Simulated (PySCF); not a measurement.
C$_{4}$H$_{7}$NOSi (SMILES C[SiH2]c1cnoc1)

Input file:

```
{"job": {"kind": "nmr", "xc": "PBE0", "basis": "pcSseg-1"}, "charge": 0, "multiplicity": 1}
C     -2.119685     0.620509     0.146892
Si    -0.972681    -0.833972    -0.261940
C      0.797359    -0.245370    -0.076859
C      1.386270     0.483805     0.992410
N      2.647230     0.719476     0.779035
O      2.955627     0.170148    -0.417872
C      1.859400    -0.401154    -0.922427
H     -1.956258     0.983121     1.158263
H     -1.957699     1.455041    -0.530314
H     -3.162619     0.329095     0.067403
H     -1.156001    -1.283181    -1.646473
H     -1.194882    -1.944932     0.672695
H      0.919407     0.830114     1.891837
H      1.953854    -0.883173    -1.874814
```

Run with:

```sh
OMP_NUM_THREADS=1 python probes_run.py task.json out
```

Geometry: GFN2-xTB.

Method: PySCF 2.14.0, PBE0/pcSseg-1, SCF density, gas phase, non-relativistic.

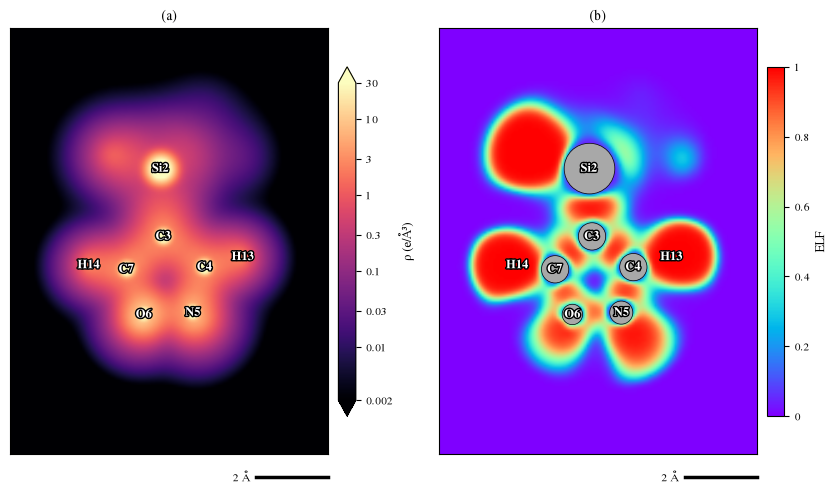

Figure 1. (a) total electron density; (b) electron localisation function on the plane of atoms C4, N5 and O6. Grey discs cover the atomic cores in the ELF map.

> Describe what can be read from this map.

Atoms in the plane: Si, C, N, O and H.
C–N (1.30 Å): ρ at the midpoint is about 2.7 e/Å³; the ELF peaks at about 0.90 between the atoms; localised, covalent bonding.
C–O (1.34 Å): ρ at the midpoint is about 2.5 e/Å³; the ELF peaks at about 0.90 between the atoms: a shared but strongly polarised pair.
N–O (1.35 Å): ρ is about 2.5 e/Å³ halfway; the ELF peaks at about 0.85 between the atoms; a shared electron pair.
C–C (1.37 Å): ρ at the midpoint is about 2.2 e/Å³; the ELF peaks at about 0.95 between the atoms (localised, covalent bonding).
C–Si (1.87 Å): the density is about 0.93 e/Å³ at the midpoint; the ELF peaks at about 0.95 between the atoms; a covalent bond.
The ELF also peaks beside N5 and O6, away from the bonds: lone-pair regions.

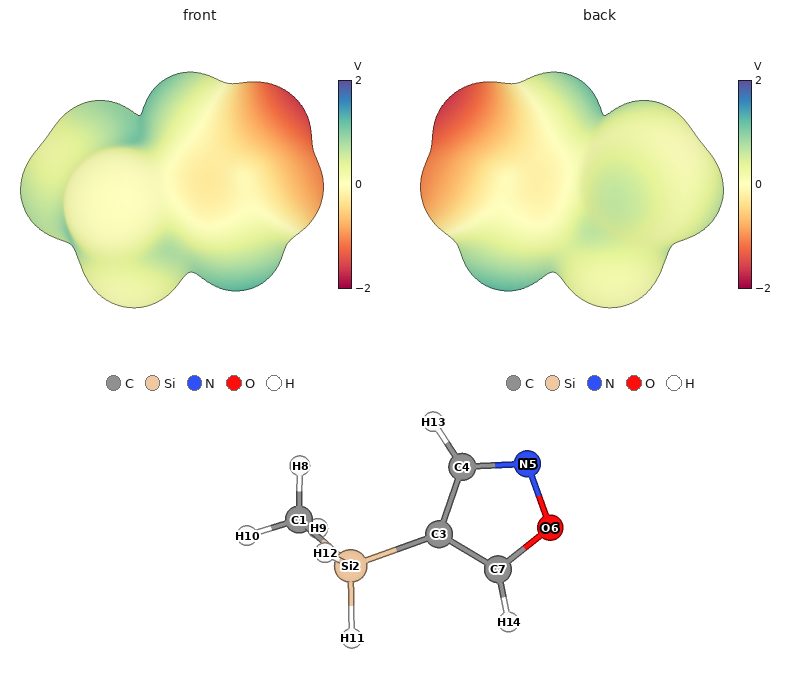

Figure 2. The electrostatic potential painted on the density surface at 0.001 e/bohr³, seen from the front and from behind; the colour scale runs from red (negative) to blue (positive). The bare structure is drawn below in the same view.

> Which sites attract a positive test charge, and which a negative one?

A positive charge is drawn to the negative regions and a negative charge to the positive ones. The most negative region (about −1.6 V) lies over N5, the most positive (about +1.2 V) over H14. N5 is the likeliest acceptor of a hydrogen bond.

> How polar is the molecule by this calculation?

Its dipole moment is 2.97 D.
